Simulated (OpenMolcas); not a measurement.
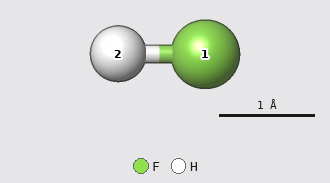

*The structure as given in the input (ball-and-stick view, seen on its broad side; atoms are numbered from 1 in the order of the input).*

Bond lengths as drawn: F–H 0.92 Å.

Geometry relaxation, with input and output: HF (part 1 of 5)

The run: geometry relaxation of HF. Method and program: HF/6-31G*, RHF (OpenMolcas 26.06).

The geometry comes from this level: PBE0-D4/def2-TZVP.

## Input
```
* FH Hartree-Fock

&GATEWAY
 BASLIB=$CurrDir
 COORD=struct.xyz
 BASIS=6-31Gs
 GROUP=NoSym
>>> EXPORT MOLCAS_MAXITER=50
>>> Do While

&SEWARD

&SCF
 PRORBITALS=0

&SLAPAF
>>> EndDo
>>> COPY $Project.Opt.xyz $CurrDir/final.xyz
>>> COPY $Project.slapaf.h5 $CurrDir/final.slapaf.h5

&MCKINLEY

&MCLR
 THERMOCHEMISTRY
 1
 1.0
 298.15
 End of PT
```

## File struct.xyz
```
2

F     -0.390000     0.144600    -0.196400
H      0.390000    -0.144600     0.196400
```

Run on 1 thread of Intel Xeon (Granite Rapids), 64 GiB of memory available, shared host.

Run as:
```bash
export MOLCAS_MEM=1860
pymolcas run.inp > run.log
```

## The program's output
```
--- Start Module: gateway ---

                                              &GATEWAY

                       available to each process: 1.9 GB of memory, 1 thread

 Basis Set     1 Label: F.6-31GS
 Basis set is read from library:.
 basistype.tbl is not found

 Basis Set     2 Label: H.6-31GS
 Basis set is read from library:.
 basistype.tbl is not found

++    Symmetry information:
      ---------------------

                    Character Table for C1

                             E
                    a        1  x, y, xy, Rz, z, xz, Ry, yz, Rx, I
--

++    Basis set information:
      ----------------------

      Basis set label: F.6-31GS.........

      Electronic valence basis set:
      ------------------
      Associated Effective Charge   9.000000 au
      Associated Actual Charge      9.000000 au
      Nuclear Model: Point charge

      Shell  nPrim  nBasis  Cartesian Spherical Contaminant
         s      10       3        X
         p       4       2        X
         d       1       1        X

      Basis set label: H.6-31GS.........

      Electronic valence basis set:
      ------------------
      Associated Effective Charge   1.000000 au
      Associated Actual Charge      1.000000 au
      Nuclear Model: Point charge

      Shell  nPrim  nBasis  Cartesian Spherical Contaminant
         s       4       2        X
--

++    Molecular structure info:
      -------------------------

                    ************************************************
                    **** Cartesian Coordinates / bohr, angstrom ****
                    ************************************************

     Center  Label                x              y              z                     x              y              z
        1      F1              -0.736993       0.273254      -0.371142             -0.390000       0.144600      -0.196400
        2      H2               0.736993      -0.273254       0.371142              0.390000      -0.144600       0.196400
--

            Nuclear Potential Energy              5.17695231 au

--- Stop Module: gateway /rc=_RC_ALL_IS_WELL_ ---

>>> EXPORT MOLCAS_MAXITER = 50

--- Start Module: seward ---

                                              &SEWARD

                       available to each process: 1.9 GB of memory, 1 thread

               SEWARD will generate:
                  Multipole Moment integrals up to order  2
                  Kinetic Energy integrals
                  Nuclear Attraction integrals (point charge)
                  One-Electron Hamiltonian integrals
                  Velocity integrals
                  Orbital angular momentum around ( -0.6627   0.2457  -0.3337 )
                  Velocity quadrupole around ( -0.6627   0.2457  -0.3337 )
                  Two-Electron Repulsion integrals

                   Integrals are discarded if absolute value <: 1.00E-14
                   Integral cutoff threshold is set to       <: 1.00E-16

            Nuclear Potential Energy              5.17695231 au

      Basis set specifications :
      Symmetry species         a
      Basis functions           17

--- Stop Module: seward /rc=_RC_ALL_IS_WELL_ ---

--- Start Module: scf ---

                                                &SCF

                       available to each process: 1.9 GB of memory, 1 thread

++    Input section:
      --------------

      Header of the integral files:

      Cartesian coordinates in angstrom:
      -----------------------------------------------------
      No.  Label        X            Y            Z
      -----------------------------------------------------
       1   F1        -0.39000000   0.14460000  -0.19640000
       2   H2         0.39000000  -0.14460000   0.19640000
      -----------------------------------------------------
      Nuclear repulsion energy =    5.17695231
--

++    Orbital specifications:
      -----------------------

      Symmetry species               1
                                     a
      Frozen orbitals                0
      Occupied orbitals              5
      Secondary orbitals            12
      Deleted orbitals               0
      Total number of orbitals      17
      Number of basis functions     17
--

      Molecular charge                           0.000

++    Optimization specifications:
      ----------------------------

      SCF Algorithm: Conventional
      Minimized density differences are used
      Number of density matrices in core                 5
      Maximum number of NDDO SCF iterations            400
      Maximum number of HF SCF iterations              400
      Threshold for SCF energy change             1.00E-09
      Threshold for density matrix                1.00E-04
      Threshold for Fock matrix                   1.50E-04
      Threshold for linear dependence             1.00E-09
      Threshold at which DIIS is turned on        1.50E-01
      Maximum depth in the DIIS procedure                5
      Maximum depth in the BFGS Hessian update          30
      Threshold at which QNR/C2DIIS is turned on  7.50E-02
      Threshold for Norm(delta) (QNR/C2DIIS)      1.00E-03
      All orbitals punched on: SCFORB
--

      Input vectors read from INPORB
      Orbital file label: *Guess orbitals

++ Convergence information
                                   SCF        iterations: Energy and convergence statistics

Iter     Tot. SCF        One-elec.       Two-elec.     Energy      Max Dij or  Max Fij      DNorm      TNorm      AccCon     Time
         Energy          Energy          Energy        Change      Delta Norm                                                in Sec.
   1   -99.925242213  -150.812154376    45.709959854   0.00E+00    1.77E-01*   1.29E-01*    3.74E+00   5.09E+01   None         0.
   2   -99.999998971  -150.360668805    45.183717525  -7.48E-02*   3.66E-02*   2.13E-02*    5.84E-01   5.07E+01   EDIIS        0.
   3  -100.002347752  -150.783642487    45.604342425  -2.35E-03*   6.93E-03*   9.57E-03*    1.05E-01   5.09E+01   c2DIIS       0.
   4  -100.002775551  -150.608240919    45.428513059  -4.28E-04*   3.41E-03*   2.54E-03*    2.45E-02   5.08E+01   QNRc2DIIS    0.
   5  -100.002802817  -150.658725664    45.478970537  -2.73E-05*   9.88E-04    1.50E-03*    4.70E-03   5.08E+01   QNRc2DIIS    0.
   6  -100.002809193  -150.643107275    45.463345772  -6.38E-06*   2.31E-04    1.42E-04     3.34E-04   5.08E+01   QNRc2DIIS    0.
   7  -100.002809321  -150.642360375    45.462598745  -1.27E-07*   5.33E-05    2.51E-05     4.11E-05   5.08E+01   QNRc2DIIS    0.
   8  -100.002809326  -150.642439890    45.462678254  -5.54E-09*   3.20E-06    2.54E-06     2.19E-05   5.08E+01   QNRc2DIIS    0.
   9  -100.002809326  -150.642446192    45.462684556  -3.32E-11    2.58E-07    3.18E-07     9.82E-05   5.08E+01   QNRc2DIIS    0.

       Convergence after   9 Iterations
--

 *****************************************************************************************************************************
 *                                             SCF/KS-DFT Program, Final results                                             *
 *                                                       Final Results                                                       *
 *****************************************************************************************************************************

::    Total SCF energy                               -100.0028093263
      One-electron energy                            -150.6424461921
      Two-electron energy                              45.4626845559
      Nuclear repulsion energy                          5.1769523098
      Kinetic energy (interpolated)                    99.8357894756
      Virial theorem                                    1.0016729457
      Total spin, S(S+1)                                0.0000000000
      Total spin, S                                     0.0000000000
      Max non-diagonal density matrix element           0.0000002772
      Max non-diagonal Fock matrix element              0.0000000523

      No orbitals printed

++    Molecular charges:
      ------------------

      Mulliken charges per centre
      ---------------------------

                F1      H2
      Total    9.5170  0.4830

      N-E     -0.5170  0.5170

      Total electronic charge=   10.000000

      Total            charge=   -0.000000
--

++    Molecular properties:
      ---------------------

      Charge (e):
                      =   -0.0000
      Dipole Moment (debye):
      Origin of the operator (angstrom)=   -0.3507    0.1300   -0.1766
                   X=  1.6855E+00               Y= -6.2494E-01               Z=  8.4881E-01           Total=  1.9880E+00
      Quadrupole Moment (debye*angstrom):
      Origin of the operator (angstrom)=   -0.3507    0.1300   -0.1766
                  XX= -3.7816E+00              XY= -6.0077E-01              XZ=  8.1598E-01              YY= -5.1792E+00
                  YZ= -3.0254E-01              ZZ= -4.9910E+00
      In traceless form (debye*angstrom)
                  XX=  1.3035E+00              XY= -9.0115E-01              XZ=  1.2240E+00              YY= -7.9288E-01
                  YZ= -4.5381E-01              ZZ= -5.1062E-01
--

--- Stop Module: scf /rc=_RC_ALL_IS_WELL_ ---

--- Start Module: slapaf ---

                                              &SLAPAF

                       available to each process: 1.9 GB of memory, 1 thread

--- Stop Module: slapaf /rc=_RC_INVOKED_OTHER_MODULE_ ---

--- Start Module: alaska ---

                                              &ALASKA

                       available to each process: 1.9 GB of memory, 1 thread

                     Threshold for contributions to the gradient: 1.000E-07

                    ********************************************
                    * Symmetry Adapted Cartesian Displacements *
                    ********************************************

           Irreducible representation : a
           Basis function(s) of irrep: x, y, xy, Rz, z, xz, Ry, yz, Rx, I

 Basis Label        Type   Center Phase
   1   F1           x         1     1
   2   F1           y         1     1
   3   F1           z         1     1
   4   H2           x         2     1
   5   H2           y         2     1
   6   H2           z         2     1

                     No automatic utilization of translational and rotational invariance of the energy is employed.

 Conventional ERI gradients!

 **************************************************
 *              Molecular gradients               *
 **************************************************

  Irreducible representation: a
 ------------------------------------------------------------------------------------------
                              X                       Y                       Z
 ------------------------------------------------------------------------------------------
  F1               -9.62169202490104E-03    3.56742735076510E-03   -4.84538541971435E-03
  H2                9.62169202489926E-03   -3.56742735076465E-03    4.84538541971435E-03
 ------------------------------------------------------------------------------------------

--- Stop Module: alaska /rc=_RC_ALL_IS_WELL_ ---

--- Start Module: slapaf ---

                                              &SLAPAF

                       available to each process: 1.9 GB of memory, 1 thread

++       Slapaf input parameters:
         ------------------------

 Maximum number of iterations:                50
 Convergence test a la Schlegel.
 Convergence criterion on gradient/para.<=: 3.0E-04
 Convergence criterion on step/parameter<=: 3.0E-04
 Convergence criterion on energy change <=: 0.0E+00
 Parameters for step-restricted optimization
 Maximum step length (initial seed):       3.00E-01

 -RFO activated with parameters:
   Maximum number of data points used in RFO:      5
 Line search is performed

 -Optimization for minimum.
  Optimization method: RS-RFO.

 -Initial Hessian guessed by Hessian Model Function (HMF).
  HMF augmented with weak interactions.

 -Hessian update method: Broyden-Fletcher-Goldfarb-Shanno
  Maximum number of points in Hessian update:  5

 -Relaxation will be done on non-redundant internal coordinates, based on
  force constant weighted redundant internal coordinates.

--

 ******************************************
 * Statistics of the internal coordinates *
 ******************************************
 Translations and Rotations:         0
 Bonds                     :         1
 Angles                    :         0
 Torsions                  :         0
 Out-of-plane angles       :         0

**********************************************************************************************************************
*                                    Energy Statistics for Geometry Optimization                                     *
**********************************************************************************************************************
                       Energy     Grad      Grad              Step                 Estimated   Geom       Hessian
Iter      Energy       Change     Norm      Max    Element    Max     Element     Final Energy Update Update   Index
  1   -100.00280933  0.00000000 0.016049 -0.011348 nrc001  -0.014576  nrc001     -100.00289203 RS-RFO  None      0

       +----------------------------------+----------------------------------+
       +    Cartesian Displacements       +    Gradient in internals         +
       +  Value      Threshold Converged? +  Value      Threshold Converged? +
 +-----+----------------------------------+----------------------------------+
 + RMS + 7.2878E-03  1.2000E-03     No    + 1.6049E-02  3.0000E-04     No    +
 +-----+----------------------------------+----------------------------------+
 + Max + 7.2878E-03  1.8000E-03     No    + 1.1348E-02  4.5000E-04     No    +
 +-----+----------------------------------+----------------------------------+

 Convergence not reached yet!
```
